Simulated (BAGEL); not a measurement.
**One shape, several levels: triplet BAsH2F2**

Wanted: a comparison of 3 runs (UHF/STO-3G, ROHF/6-31G*, ROHF/cc-pVDZ) of triplet BAsH2F2. 

The calculation is run with BAGEL 1.2.2.

3 further runs of the same task are left out: 3 that didn't finish. Runs told in other sessions of the task aren't counted.

## Step 1: The system as given

BAsH2F2: 6 atoms, total charge 0, spin state triplet. SMILES of the parent species: `FB(F)[AsH2]`. The shape comes from GFN2-xTB, which is rough for such elements, and wasn't checked as a minimum. That shape belongs to the parent species and isn't relaxed for this state.

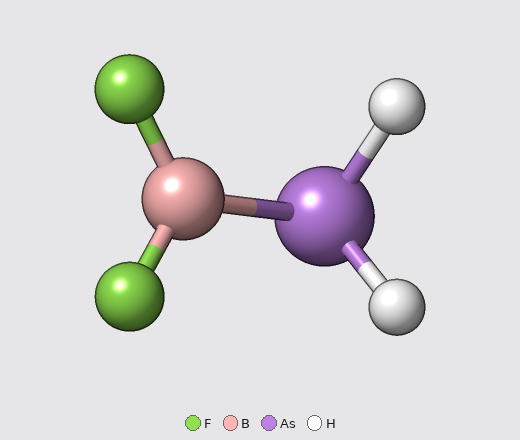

The structure, seen from a chosen angle (fluorine green, boron pink, arsenic purple, hydrogen white).

## Step 2: A single-point energy at UHF/STO-3G (density fitting with qzvpp-jkfit) (run 1)

Input file input.json:

```json
{ "bagel": [

{
  "title": "molecule",
  "basis": "sto-3g",
  "df_basis": "qzvpp-jkfit",
  "angstrom": true,
  "geometry": [
    { "atom": "F", "xyz": [       1.062910,      -1.552530,      -0.329520 ] },
    { "atom": "B", "xyz": [       0.044880,      -0.848020,       0.125550 ] },
    { "atom": "F", "xyz": [      -0.576600,      -1.422770,       1.138490 ] },
    { "atom": "As", "xyz": [      -0.577910,       0.869150,      -0.721970 ] },
    { "atom": "H", "xyz": [       0.815010,       1.413670,      -0.816780 ] },
    { "atom": "H", "xyz": [      -0.768300,       1.540500,       0.604230 ] }
  ]
},

{
  "title": "uhf",
  "nopen": 2
},

{
  "title": "print",
  "file": "orbitals.molden",
  "orbitals": true
}

]}
```

Command:

```
BAGEL_NUM_THREADS=1 BAGEL input.json > input.out
```

The log of the run:

```text
* using 1 threads per process

  ===============================================================
  ===============================================================

  *** Geometry ***

  { "atom" : "F", "xyz" : [      2.008609,     -2.933857,     -0.622703 ] },
  { "atom" : "B", "xyz" : [      0.084811,     -1.602526,      0.237255 ] },
  { "atom" : "F", "xyz" : [     -1.089616,     -2.688646,      2.151434 ] },
  { "atom" : "As", "xyz" : [     -1.092092,      1.642455,     -1.364326 ] },
  { "atom" : "H", "xyz" : [      1.540146,      2.671449,     -1.543491 ] },
  { "atom" : "H", "xyz" : [     -1.451877,      2.911123,      1.141829 ] },

  Number of auxiliary basis functions:      531

  Since a DF basis is specified, we compute 2- and 3-index integrals:
    o Being stored without compression. Storage requirement is 0.005 GB

  Number of basis functions:       35
  Number of electrons      :       58

    * METHOD: MOLECULE                             0.23

  *** Open-shell HF ***

  === Nuclear Repulsion ===
   236.7249699046

      * DIIS with orbital gradients will be used.

  === UHF iteration (sto-3g) ===
      0      -2430.67090424          0.02443714           0.09
      1      -2430.75650539          0.00600983           0.08
      2      -2430.76451442          0.00232093           0.09
      3      -2430.76675997          0.00136272           0.09
      4      -2430.76834918          0.00079174           0.08
      5      -2430.76930442          0.00043246           0.08
      6      -2430.76971033          0.00017758           0.08
      7      -2430.76977736          0.00009037           0.08
      8      -2430.76980154          0.00002136           0.08
      9      -2430.76980277          0.00000903           0.08
     10      -2430.76980302          0.00000523           0.08
     11      -2430.76980310          0.00000296           0.09
     12      -2430.76980313          0.00000068           0.09
     13      -2430.76980313          0.00000038           0.08
     14      -2430.76980313          0.00000016           0.08
     15      -2430.76980313          0.00000007           0.08
     16      -2430.76980313          0.00000003           0.08
     17      -2430.76980313          0.00000001           0.08
     18      -2430.76980313          0.00000001           0.09
    * SCF iteration converged.

    * S^2 (UHF) is 2.0113

    * Permanent dipole moment:
           (    0.575866,    -1.800127,     0.805020) a.u.

    * METHOD: UHF                                  1.74

    * METHOD: PRINT                                0.00

  ===============================================================
```

It took 2.1 s on 1 thread of Arm Neoverse V2, shared host; peak memory 0.083 GiB.

## Step 3: A single-point energy at ROHF/6-31G(d) (density fitting with qzvpp-jkfit, spherical functions) (run 2)

Input file input.json:

```json
{ "bagel" : [

{
  "title" : "molecule",
  "basis" : "6-31gs.json",
  "df_basis" : "qzvpp-jkfit",
  "angstrom" : "true",
  "geometry" : [
    { "atom" : "F", "xyz" : [       1.062910,      -1.552530,      -0.329520 ] },
    { "atom" : "B", "xyz" : [       0.044880,      -0.848020,       0.125550 ] },
    { "atom" : "F", "xyz" : [      -0.576600,      -1.422770,       1.138490 ] },
    { "atom" : "As", "xyz" : [      -0.577910,       0.869150,      -0.721970 ] },
    { "atom" : "H", "xyz" : [       0.815010,       1.413670,      -0.816780 ] },
    { "atom" : "H", "xyz" : [      -0.768300,       1.540500,       0.604230 ] }
  ]
},

{ "title" : "rohf", "nopen" : 2 },

{ "title" : "print", "file" : "orbitals.molden", "orbitals" : "true" }

]}
```

The basis set 6-31G* is read from a file made from the Basis Set Exchange's data (not shown).

Command:

```
BAGEL_NUM_THREADS=1 BAGEL input.json > input.out
```

The log of the run:

```text
* using 1 threads per process

  ===============================================================
  ===============================================================

  *** Geometry ***

  { "atom" : "F", "xyz" : [      2.008609,     -2.933857,     -0.622703 ] },
  { "atom" : "B", "xyz" : [      0.084811,     -1.602526,      0.237255 ] },
  { "atom" : "F", "xyz" : [     -1.089616,     -2.688646,      2.151434 ] },
  { "atom" : "As", "xyz" : [     -1.092092,      1.642455,     -1.364326 ] },
  { "atom" : "H", "xyz" : [      1.540146,      2.671449,     -1.543491 ] },
  { "atom" : "H", "xyz" : [     -1.451877,      2.911123,      1.141829 ] },

  Number of auxiliary basis functions:      531

  Since a DF basis is specified, we compute 2- and 3-index integrals:
    o Being stored without compression. Storage requirement is 0.026 GB

  Number of basis functions:       78
  Number of electrons      :       58

    * METHOD: MOLECULE                             0.32

  *** Open-shell HF ***

  === Nuclear Repulsion ===
   236.7249699046

      * DIIS with orbital gradients will be used.

  === ROHF iteration (6-31gs.json) ===
      0      -2458.31046333          0.03835176           0.22
      1      -2458.46117881          0.02397234           0.22
      2      -2458.50465303          0.01414353           0.22
      3      -2458.52664415          0.00143959           0.21
      4      -2458.52810071          0.00085236           0.21
      5      -2458.52886934          0.00055010           0.21
      6      -2458.52945166          0.00023165           0.21
      7      -2458.52962904          0.00010617           0.22
      8      -2458.52966272          0.00004743           0.22
      9      -2458.52967320          0.00001495           0.22
     10      -2458.52967164          0.00000759           0.22
     11      -2458.52967160          0.00000444           0.22
     12      -2458.52967123          0.00000200           0.22
     13      -2458.52967102          0.00000106           0.22
     14      -2458.52967084          0.00000069           0.22
     15      -2458.52967083          0.00000044           0.22
     16      -2458.52967079          0.00000019           0.22
     17      -2458.52967083          0.00000008           0.22
     18      -2458.52967086          0.00000004           0.22
     19      -2458.52967087          0.00000002           0.22
     20      -2458.52967087          0.00000001           0.22
     21      -2458.52967087          0.00000001           0.22
    * SCF iteration converged.

    * S^2 (ROHF) is 2.0000

    * Permanent dipole moment:
           (    0.483735,    -1.244044,     0.653415) a.u.

    * METHOD: ROHF                                 5.07

    * METHOD: PRINT                                0.01

  ===============================================================
```

Wall time 5.7 s (1 thread of Arm Neoverse V2, shared host); peak memory 0.13 GiB.

## Step 4: The energy at ROHF/cc-pVDZ (density fitting with qzvpp-jkfit) (run 3)

Input file hf.json:

```json
{ "bagel" : [

{
  "title" : "molecule",
  "basis" : "cc-pvdz.json",
  "df_basis" : "qzvpp-jkfit",
  "angstrom" : "true",
  "geometry" : [
    { "atom" : "F", "xyz" : [    1.062910,   -1.552530,   -0.329520 ] },
    { "atom" : "B", "xyz" : [    0.044880,   -0.848020,    0.125550 ] },
    { "atom" : "F", "xyz" : [   -0.576600,   -1.422770,    1.138490 ] },
    { "atom" : "As", "xyz" : [   -0.577910,    0.869150,   -0.721970 ] },
    { "atom" : "H", "xyz" : [    0.815010,    1.413670,   -0.816780 ] },
    { "atom" : "H", "xyz" : [   -0.768300,    1.540500,    0.604230 ] }
  ]
},
{ "title" : "rohf", "nopen" : 2 },
{ "title" : "print", "file" : "orbitals.molden", "orbitals" : "true" }

]}
```

The basis set cc-pVDZ is read from a file made from the Basis Set Exchange's data (not shown).

Command:

```
BAGEL_NUM_THREADS=1 BAGEL hf.json > hf.out
```

The log of the run:

```text
* using 1 threads per process

  ===============================================================
  ===============================================================

  *** Geometry ***

  { "atom" : "F", "xyz" : [      2.008609,     -2.933857,     -0.622703 ] },
  { "atom" : "B", "xyz" : [      0.084811,     -1.602526,      0.237255 ] },
  { "atom" : "F", "xyz" : [     -1.089616,     -2.688646,      2.151434 ] },
  { "atom" : "As", "xyz" : [     -1.092092,      1.642455,     -1.364326 ] },
  { "atom" : "H", "xyz" : [      1.540146,      2.671449,     -1.543491 ] },
  { "atom" : "H", "xyz" : [     -1.451877,      2.911123,      1.141829 ] },

  Number of auxiliary basis functions:      531

  Since a DF basis is specified, we compute 2- and 3-index integrals:
    o Being stored without compression. Storage requirement is 0.027 GB

  Number of basis functions:       79
  Number of electrons      :       58

    * METHOD: MOLECULE                             0.30

  *** Open-shell HF ***

  === Nuclear Repulsion ===
   236.7249699046

      * DIIS with orbital gradients will be used.

  === ROHF iteration (cc-pvdz.json) ===
      0      -2458.51088354          0.03408227           0.22
      1      -2458.71123358          0.02182529           0.22
      2      -2458.77406824          0.01215876           0.22
      3      -2458.80597904          0.00191322           0.22
      4      -2458.80854032          0.00120399           0.22
      5      -2458.81005500          0.00080742           0.22
      6      -2458.81137009          0.00031822           0.22
      7      -2458.81174922          0.00012301           0.22
      8      -2458.81183314          0.00004182           0.22
      9      -2458.81184567          0.00002191           0.22
     10      -2458.81184386          0.00001266           0.22
     11      -2458.81184442          0.00000629           0.23
     12      -2458.81184368          0.00000203           0.22
     13      -2458.81184285          0.00000079           0.22
     14      -2458.81184251          0.00000051           0.22
     15      -2458.81184247          0.00000037           0.22
     16      -2458.81184242          0.00000022           0.22
     17      -2458.81184243          0.00000010           0.22
     18      -2458.81184245          0.00000005           0.22
     19      -2458.81184246          0.00000002           0.22
     20      -2458.81184247          0.00000001           0.22
     21      -2458.81184247          0.00000001           0.22
    * SCF iteration converged.

    * S^2 (ROHF) is 2.0000

    * Permanent dipole moment:
           (    0.608991,    -1.448151,     0.811408) a.u.

    * METHOD: ROHF                                 5.13

    * METHOD: PRINT                                0.01

  ===============================================================
```

Run time: 5.7 s. Hardware: 1 thread of Arm Neoverse V2, shared host; peak memory 0.12 GiB.

## Step 5: The series

| run | level | energy (Eh) | dipole moment (D) | ⟨S²⟩ | wall time |
| --- | --- | --- | --- | --- | --- |
| 1 | UHF/STO-3G (density fitting with qzvpp-jkfit) | -2430.769803 | 5.22 | 2.011 | 2.1 s |
| 2 | ROHF/6-31G* (density fitting with qzvpp-jkfit, spherical functions) | -2458.529671 | 3.78 | 2.000 | 5.7 s |
| 3 | ROHF/cc-pVDZ (density fitting with qzvpp-jkfit) | -2458.811842 | 4.49 | 2.000 | 5.7 s |

## Step 6: Results

| quantity | value |
| --- | --- |
| run 3: total energy | -2458.81184 Eh |
| run 3: dipole moment | 4.49 D |
| run 3: ⟨S²⟩ | 2.000 |

In words: The dipole moment (its size) runs from 3.78 D (ROHF/6-31G*) to 5.22 D (UHF/STO-3G). The two ends differ in method and basis. In run 1 the basis is minimal, so the values are rough. All runs together took 14 s, the longest 5.7 s.
